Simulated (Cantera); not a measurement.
A closed system holds: 1 mol SiH₂Cl₂, a varied amount of N₂, equilibrated at 1298.15 K and 1000 Pa.

These are equilibrium values from Cantera (NASA tables, ideal gas, pure condensed phases), not measurements of a reactor. Candidate condensed phases: NH₄Cl, Si, Si₃N₄; 28 gas species. N₂ is the only nitrogen source here; it is nearly inert below about 1500 K, so the nitride shown seldom forms there in practice. The tables' values for SiCl₃ are old estimates; treat these amounts as uncertain. Equilibrium is a limit: real reactors are often held back by kinetics, nucleation or transport.

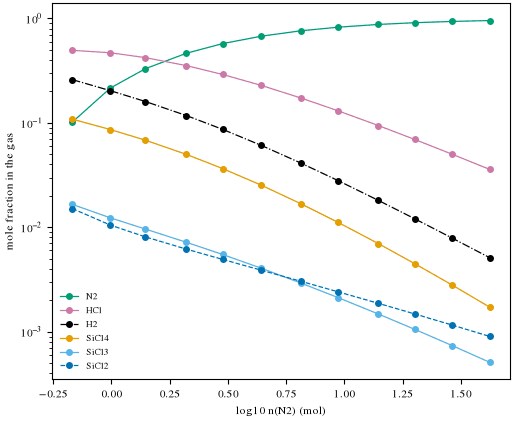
Fig. 1. Equilibrium gas composition (values under 1e-9 drawn at 1e-9)

### Question
Read off the mole fractions at 4.4 mol N₂.

### Answer
N₂ about 0.68, HCl about 0.23, H₂ about 0.061, SiCl₄ about 0.025, SiCl₃ about 0.0041, SiCl₂ about 0.0039.
